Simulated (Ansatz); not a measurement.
# CH6NSi: rigid scan of one bond length from a Python script

How does the energy of CH6NSi change as one bond is stretched? Aim: a rigid scan of one bond length, for CH6NSi, run from a script. SMILES: CN[SiH2].

Computed with the Python package of Ansatz 0.2.0. Level of theory: PBE0/cc-pVDZ.

## Step 1: The system

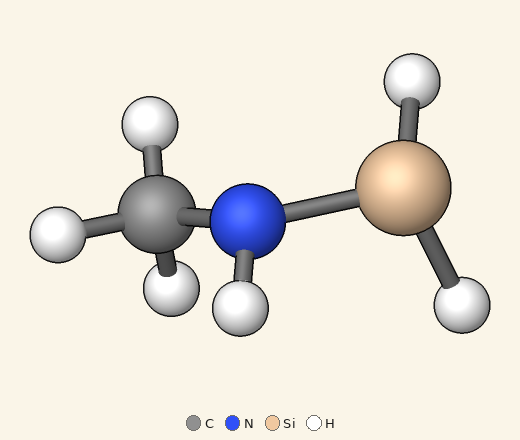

The structure that the script starts from, seen from a chosen angle (carbon grey, nitrogen blue, silicon light orange, hydrogen white).

The script holds or builds the structure itself.

## Step 2: Script

scan.py reads:

```python
"""Potential curve of CH6NSi along one bond."""

import ansatz as az
import matplotlib.pyplot as plt
import numpy as np

BASIS = "cc-pVDZ"
FUNCTIONAL = "pbe0"

geometry_ang = [
    ("C", [-0.4273, 0.4703, -0.8606]),
    ("N", [0.7154, -0.0356, -0.2478]),
    ("Si", [0.6681, -1.0693, 1.0924]),
    ("H", [-1.0787, -0.2671, -1.2124]),
    ("H", [-0.1911, 1.0912, -1.7726]),
    ("H", [-1.0187, 1.1947, -0.1918]),
    ("H", [1.3904, 0.7349, -0.0568]),
    ("H", [-0.4, -1.9803, 0.9187]),
    ("H", [0.4303, -0.1852, 2.3137]),
]
molecule = az.Crystal.molecule()
for symbol, xyz in geometry_ang:
    molecule = molecule.atom(symbol, xyz)

symbols = [site.symbol for site in molecule.cartesian_sites]
start = np.array([site.position_ang for site in molecule.cartesian_sites])
axis = (start[7] - start[2]) / np.linalg.norm(start[7] - start[2])
moving = [7]
lengths, energies = [1.245, 1.301, 1.358, 1.415, 1.471, 1.528, 1.584, 1.669], []
for length in lengths:
    xyz = start.copy()
    xyz[moving] += (length - np.linalg.norm(start[7] - start[2])) * axis
    point = az.Crystal.molecule()
    for symbol, place in zip(symbols, xyz):
        point = point.atom(symbol, place.tolist())
    model = point.calculation()
    model = model.basis(gaussian=BASIS)
    model = model.functional(FUNCTIONAL)
    model = model.spin("collinear", total=1)
    data = model.run().report
    energies.append(data["free_energy_ev"])
    print(f"r = {length:6.3f} A  E = {energies[-1]:.5f} eV  <S^2> = {abs(data['mean_field']['state']['spin_squared']):.3f}")

# quartic fit about the minimum
fit = np.polynomial.Polynomial.fit(lengths, np.array(energies) - min(energies), 4).convert()
roots = [r.real for r in fit.deriv().roots() if abs(r.imag) < 1e-9 and fit.deriv(2)(r.real) > 0]
r_e = min(roots, key=lambda r: abs(r - lengths[int(np.argmin(energies))]))
print(f"minimum of the fit at {r_e:.4f} A, force constant {fit.deriv(2)(r_e):.2f} eV/A^2")
plt.figure(figsize=(4.5, 3))
plt.plot(lengths, np.array(energies) - min(energies), "o-")
plt.xlabel("bond length (A)")
plt.ylabel("E - E(min) (eV)")
plt.tight_layout()
plt.savefig("scan.png", dpi=100)
```

## Step 3: The calls as engine input

The engine receives this input (first run):

```yaml
crystal:
  periodic: [false, false, false]
  atoms:
    - { symbol: C, position_ang: [-0.4273, 0.4703, -0.8606] }
    - { symbol: "N", position_ang: [0.7154, -0.0356, -0.2478] }
    - { symbol: Si, position_ang: [0.6681, -1.0693, 1.0924] }
    - { symbol: H, position_ang: [-1.0787, -0.2671, -1.2124] }
    - { symbol: H, position_ang: [-0.1911, 1.0912, -1.7726] }
    - { symbol: H, position_ang: [-1.0187, 1.1947, -0.1918] }
    - { symbol: H, position_ang: [1.3904, 0.7349, -0.0568] }
    - { symbol: H, position_ang: [-0.2719810235418235, -1.8711105162874273, 0.939519114512485] }
    - { symbol: H, position_ang: [0.4303, -0.1852, 2.3137] }
basis:
  gaussian:
    orbitals: cc-pVDZ
hamiltonian:
  xc: pbe0
magnetization:
  spin_polarized: true
  initial_magnetization: 1.0
```

## Step 4: The run

The run is started by

```
python scan.py
```

Standard output:

```text
r =  1.245 A  E = -10493.52908 eV  <S^2> = 0.752
r =  1.301 A  E = -10493.89730 eV  <S^2> = 0.752
r =  1.358 A  E = -10494.14658 eV  <S^2> = 0.752
r =  1.415 A  E = -10494.29485 eV  <S^2> = 0.752
r =  1.471 A  E = -10494.36219 eV  <S^2> = 0.752
r =  1.528 A  E = -10494.36755 eV  <S^2> = 0.752
r =  1.584 A  E = -10494.32395 eV  <S^2> = 0.752
r =  1.669 A  E = -10494.18870 eV  <S^2> = 0.752
minimum of the fit at 1.5044 A, force constant 16.82 eV/A^2
```

It took 30 s on 1 thread of Arm Neoverse V1, shared host; peak memory 0.27 GiB.

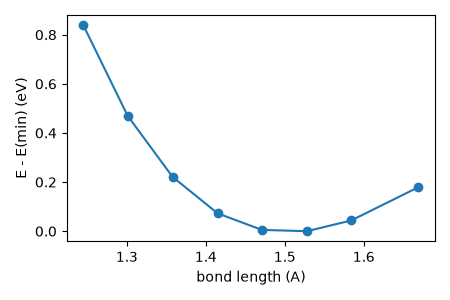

scan.png, as the script drew it.

## Step 5: Inputs of later runs

The engine's inputs for some of the other runs:

Run 3, against run 1:

```diff
@@ -11 +11 @@
-    - { symbol: H, position_ang: [-0.2719810235418235, -1.8711105162874273, 0.939519114512485] }
+    - { symbol: H, position_ang: [-0.3573056465620854, -1.9438852860388163, 0.9256431787212487] }
```

Run 4, against run 1:

```diff
@@ -11 +11 @@
-    - { symbol: H, position_ang: [-0.2719810235418235, -1.8711105162874273, 0.939519114512485] }
+    - { symbol: H, position_ang: [-0.400345500651952, -1.9805946831700478, 0.9186438128796516] }
```

Run 7, against run 1:

```diff
@@ -11 +11 @@
-    - { symbol: H, position_ang: [-0.2719810235418235, -1.8711105162874273, 0.939519114512485] }
+    - { symbol: H, position_ang: [-0.5279548926026092, -2.0894348255415944, 0.8978913071387761] }
```

Lines on the test bed's own set-up are left out of the output.

## Step 6: Run by run

From the records of these 8 runs:

```
run  distance (Å)  energy from run 6 (eV)  <S²>  SCF cycles  CPU time (s)
  1          1.25                  0.8385  0.75          19           3.7
  2          1.30                  0.4703  0.75          19           3.6
  3          1.36                  0.2210  0.75          19           3.6
  4          1.42                  0.0727  0.75          19           3.6
  5          1.47                  0.0054  0.75          19           3.6
  6          1.53                  0.0000  0.75          19           3.6
  7          1.58                  0.0436  0.75          19           3.6
  8          1.67                  0.1789  0.75          19           3.7
```

## Step 7: What came out

```
                        quantity     value
bond length at the fit's minimum  1.5044 Å
                   runs compared         8
                 range of energy  0.838 eV
      lowest point, distance (Å)      1.53
```

**Reading.** The lowest point, at 1.53, lies inside the range. The ends stand 0.838 and 0.179 eV above it. The distance scanned is the script's pair 2, 7. Notes:
- The rest of the molecule is held rigid at a force-field or estimated start geometry, and the basis set is modest; single-reference methods fail as a bond breaks.
- The species is open-shell (spin multiplicity 2).
